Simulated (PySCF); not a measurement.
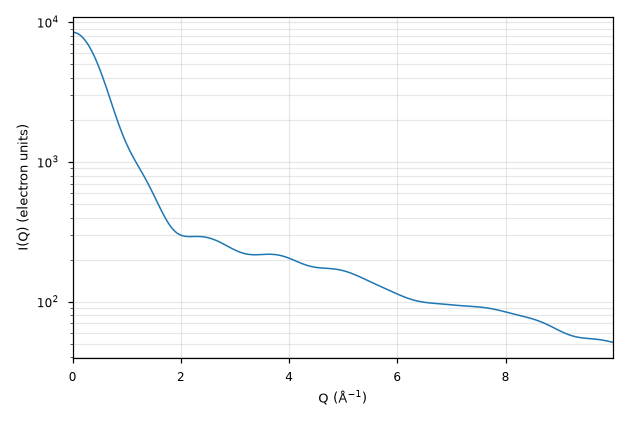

Elastic X-ray scattering of a randomly oriented, rigid molecule, calculated with the Debye equation from neutral-atom form factors (independent atoms, no Compton part, no vibration). The geometry is the end point of an optimisation (PBE0-D3(BJ)/def2-SVP geometry optimisation, gas phase (PySCF 2.14.0, density-fitted response routines)); it may be a saddle point or a higher isomer. It contains C, Si, O, S, H.

Q: How many electrons does the independent-atom model of the molecule hold?

A: I(0) is the square of the electron number: I(0) = 8460, so about 92 electrons, the count of C7H12OSSi.

Q: What radius of gyration does the initial fall-off give?

A: From I(Q) ≈ I(0) exp(−Q²R²/3) at small Q, R ≈ 2.76 Å. It is larger than the electron-weighted radius of the nuclear positions alone (2.65 Å), because each atom's electron cloud adds to it.
